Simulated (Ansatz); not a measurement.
# CHClF2 (SMILES FC(F)Cl) at 6 levels

Aim: a comparison of 6 runs (HF/STO-3G, HF/3-21G, HF/def2-SVP, B3LYP/6-31G*, wB97X/cc-pVDZ, MP2/def2-SVP) of CHClF2. 

The calculation is run with Ansatz 0.2.0.

9 further runs of the same task are left out: 4 for a known fault of the program, 5 set aside as unsound or not needed.

### Step 1. The structure to begin with

CHClF2: 5 atoms, total charge 0, spin state singlet. As SMILES, `FC(F)Cl`. The shape is that of a PBE0-D4/def2-TZVP optimisation.

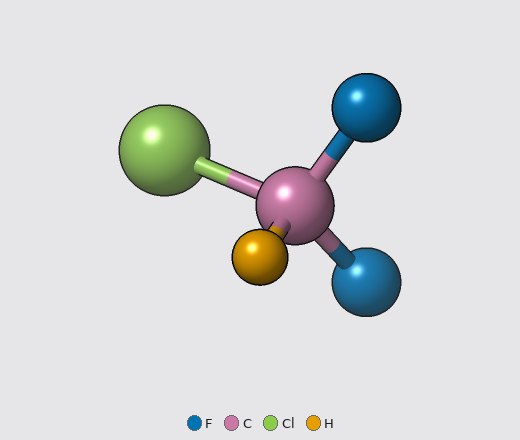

Viewed from a chosen angle; fluorine blue, carbon pink, chlorine green, hydrogen amber.

### Step 2. Energy and forces at HF/STO-3G (run 1)

Input file input.yaml:

```yaml
crystal:
  periodic: [false, false, false]
  atoms:
    - {symbol: F, position_ang: [0.038900, -0.568100, 1.222300]}
    - {symbol: C, position_ang: [0.109400, 0.023600, 0.028300]}
    - {symbol: F, position_ang: [0.844200, -0.745900, -0.776900]}
    - {symbol: Cl, position_ang: [-1.511000, 0.208900, -0.640800]}
    - {symbol: H, position_ang: [0.568600, 1.007800, 0.125800]}
basis:
  gaussian: {orbitals: STO-3G}
hamiltonian: {xc: hf}
output: {forces: true, orbitals: {seedname: orbitals}}
accuracy: high
```

Launch:

```sh
$ ansatz run input.yaml --threads 1 --pin off --max-ram 2610MiB --events-out events.jsonl --progress --plain --runs-dir runs
```

What it wrote:

```text
Warning: RAYON_NUM_THREADS=1 ignored (pool sized by the plan → 1); use --threads N
Functional definition: HF
  name "HF"
  exchange = exact_x
  correlation = 0
471 factors; integrals over basis functions are off by at most 3.5e-8 eV
mean field evaluation 1: about -18733.4795 eV, gradient 3.7e1 eV
mean field evaluation 2: about -18733.6486 eV, gradient 3.7e1 eV
mean field evaluation 4: about -18738.5374 eV, gradient 1.9e0 eV
mean field evaluation 8: about -18738.5567 eV, gradient 3.5e-4 eV
mean field -18738.55668824 eV, -688.6292568431 hartree, gradient 2.0e-8 eV, S^2 0.000000; 0 other end points of the search recorded, 0 dependent functions left out
the calculation of the forces begins
reference -18738.55668824 eV, -688.6292568431 hartree; 21, 21 occupied and 4, 4 virtual orbitals, 471 factors
Total energy: -18738.55668824 eV, -688.6292568431 hartree
Atom 0 at     0.038900    -0.568100     1.222300 Å, force    -0.171028    -0.922786     2.053685 eV/Å
Atom 1 at     0.109400     0.023600     0.028300 Å, force     1.201481     0.589475     0.437743 eV/Å
Atom 2 at     0.844200    -0.745900    -0.776900 Å, force     1.237034    -1.236338    -1.437866 eV/Å
Atom 3 at    -1.511000     0.208900    -0.640800 Å, force    -2.493793     0.465208    -1.046124 eV/Å
Atom 4 at     0.568600     1.007800     0.125800 Å, force     0.226307     1.104441    -0.007438 eV/Å
Dipole moment:     0.310300     0.166022     0.110146 e Å
```

Run time: 0.69 s. Hardware: 1 thread of Arm Neoverse N1, shared host; peak memory 0.23 GiB.

### Step 3. Energy and forces at HF/3-21G (run 2)

Input file run.yaml:

```yaml
crystal:
  periodic: [false, false, false]
  atoms:
    - {symbol: F, position_ang: [0.038900, -0.568100, 1.222300]}
    - {symbol: C, position_ang: [0.109400, 0.023600, 0.028300]}
    - {symbol: F, position_ang: [0.844200, -0.745900, -0.776900]}
    - {symbol: Cl, position_ang: [-1.511000, 0.208900, -0.640800]}
    - {symbol: H, position_ang: [0.568600, 1.007800, 0.125800]}
basis:
  gaussian: {orbitals: 3-21G.json}
hamiltonian: {xc: hf}
accuracy: high
output: {forces: true, orbitals: {seedname: orbitals}}
```

The basis set 3-21G is read from a file made from the Basis Set Exchange's data (not shown).

Launch:

```sh
$ ansatz run run.yaml --threads 1 --pin off --max-ram 2610MiB --events-out events.jsonl --progress --plain --runs-dir runs
```

What it wrote:

```text
Warning: RAYON_NUM_THREADS=1 ignored (pool sized by the plan → 1); use --threads N
Functional definition: HF
  name "HF"
  exchange = exact_x
  correlation = 0
895 factors; integrals over basis functions are off by at most 3.1e-9 eV
mean field evaluation 1: about -18862.7157 eV, gradient 3.4e1 eV
mean field evaluation 2: about -18862.9954 eV, gradient 3.4e1 eV
mean field evaluation 4: about -18865.9111 eV, gradient 2.2e0 eV
mean field evaluation 8: about -18865.9427 eV, gradient 1.8e-1 eV
mean field evaluation 16: about -18865.9429 eV, gradient 1.7e-7 eV
mean field -18865.94291102 eV, -693.3106141847 hartree, gradient 9.5e-9 eV, S^2 0.000000; 0 other end points of the search recorded, 0 dependent functions left out
the calculation of the forces begins
reference -18865.94291102 eV, -693.3106141847 hartree; 21, 21 occupied and 21, 21 virtual orbitals, 895 factors
Total energy: -18865.94291102 eV, -693.3106141847 hartree
Atom 0 at     0.038900    -0.568100     1.222300 Å, force    -0.224979    -0.415291     0.947581 eV/Å
Atom 1 at     0.109400     0.023600     0.028300 Å, force     2.014282     1.475233     0.685125 eV/Å
Atom 2 at     0.844200    -0.745900    -0.776900 Å, force     0.466808    -0.570103    -0.766902 eV/Å
Atom 3 at    -1.511000     0.208900    -0.640800 Å, force    -1.766576     0.202283    -0.729798 eV/Å
Atom 4 at     0.568600     1.007800     0.125800 Å, force    -0.489534    -0.692122    -0.136005 eV/Å
Dipole moment:     0.174954     0.374790     0.037023 e Å
```

It took 1.2 s on 1 thread of Arm Neoverse N1, shared host; peak memory 0.23 GiB.

Runs 3 to 5 aren't shown in full; the table further down has their settings and results.

### Step 4. Energy and gradient at MP2/def2-SVP (run 6)

Input file job.yaml:

```yaml
crystal:
  periodic: [false, false, false]
  atoms:
    - {symbol: F, position_ang: [0.038900, -0.568100, 1.222300]}
    - {symbol: C, position_ang: [0.109400, 0.023600, 0.028300]}
    - {symbol: F, position_ang: [0.844200, -0.745900, -0.776900]}
    - {symbol: Cl, position_ang: [-1.511000, 0.208900, -0.640800]}
    - {symbol: H, position_ang: [0.568600, 1.007800, 0.125800]}
basis:
  gaussian:
    orbitals: def2-SVP
correlation:
  method: mp2
  frozen_orbitals: {C: 1, Cl: 5, F: 1, H: 0}
accuracy: high
output:
  forces: true
  orbitals: {seedname: orbitals}
```

Launch:

```sh
$ ansatz run job.yaml --threads 1 --pin off --max-ram 2610MiB --events-out events.jsonl --progress --plain --runs-dir runs
```

What it wrote:

```text
Warning: RAYON_NUM_THREADS=1 ignored (pool sized by the plan → 1); use --threads N
Functional definition: HF
  name "HF"
  exchange = exact_x
  correlation = 0
1365 factors; integrals over basis functions are off by at most 3.7e-9 eV
mean field evaluation 1: about -18949.5284 eV, gradient 3.5e1 eV
mean field evaluation 2: about -18949.6110 eV, gradient 3.5e1 eV
mean field evaluation 4: about -18952.1700 eV, gradient 2.5e0 eV
mean field evaluation 8: about -18952.2006 eV, gradient 2.0e-1 eV
mean field evaluation 16: about -18952.2009 eV, gradient 2.0e-8 eV
mean field -18952.20086203 eV, -696.4805354165 hartree, gradient 2.0e-8 eV, S^2 0.000000; 0 other end points of the search recorded, 0 dependent functions left out
8 core orbitals not correlated: weight in the atoms' cores, before any rotation towards them, 1.000 or more for the frozen orbitals, at most 0.000 for the correlated occupied ones
reference -18952.20086203 eV, -696.4805354165 hartree; 13, 13 occupied and 44, 44 virtual orbitals, 1365 factors
second order -17.30293942 eV of doubles, -0.00000000 eV of singles
the calculation of the forces begins
Total energy: -18969.50380145 eV, -697.1164067120 hartree
Atom 0 at     0.038900    -0.568100     1.222300 Å, force     0.009306    -0.023749     0.166717 eV/Å
Atom 1 at     0.109400     0.023600     0.028300 Å, force    -0.287416    -0.170567    -0.096644 eV/Å
Atom 2 at     0.844200    -0.745900    -0.776900 Å, force     0.121796    -0.050100    -0.110678 eV/Å
Atom 3 at    -1.511000     0.208900    -0.640800 Å, force     0.022165     0.019325     0.006865 eV/Å
Atom 4 at     0.568600     1.007800     0.125800 Å, force     0.134149     0.225090     0.033741 eV/Å
Dipole moment:     0.100966     0.289575     0.014792 e Å
```

It took 6 s on 1 thread of Arm Neoverse N1, shared host; peak memory 0.23 GiB.

### Step 5. Overview of the runs

| run | level | frozen core orbitals | energy (Eh) | dipole moment (D) | HOMO energy (eV) | LUMO energy (eV) | wall time |
| --- | --- | --- | --- | --- | --- | --- | --- |
| 1 | HF/STO-3G | – | -688.629257 | 1.77 | -11.18 | 9.47 | 0.69 s |
| 2 | HF/3-21G | – | -693.310614 | 1.99 | -13.32 | 4.92 | 1.2 s |
| 3 | HF/def2-SVP | – | -696.480535 | 1.74 | -13.08 | 4.88 | 3.3 s |
| 4 | B3LYP/6-31G* (spherical functions) | – | -698.565329 | 1.40 | -9.12 | 0.46 | 9.6 s |
| 5 | wB97X/cc-pVDZ | – | -698.544596 | 1.46 | -11.96 | 3.24 | 29 s |
| 6 | MP2/def2-SVP | 8 | -697.116407 | 1.47 | -13.08 | 4.88 | 6 s |

### Step 6. What came out

| quantity | value |
| --- | --- |
| run 6: total energy | -697.11641 Eh |
| run 6: dipole moment (correlated density) | 1.47 D |
| run 6: HOMO energy (Hartree–Fock orbitals) | -13.08 eV |
| run 6: LUMO energy (Hartree–Fock orbitals) | 4.88 eV |
| run 6: HOMO–LUMO gap (Hartree–Fock orbitals) | 17.96 eV |
| run 6: correlation energy (8 core orbitals frozen) | -635.9 mEh |
| run 6: largest force on an atom | 0.348 eV/Å |

The dipole moment (its size) runs from 1.40 D (B3LYP/6-31G*) to 1.99 D (HF/3-21G). The two ends differ in method and basis. Over runs 1, 2, 3, 4, 5 the HOMO–LUMO gap runs from 9.57 eV (B3LYP/6-31G*) to 20.65 eV (HF/STO-3G). Totals of different functionals can't be ranked against each other. In run 1 the basis is minimal, so the values are rough. All runs together took 50 s, the longest 29 s.
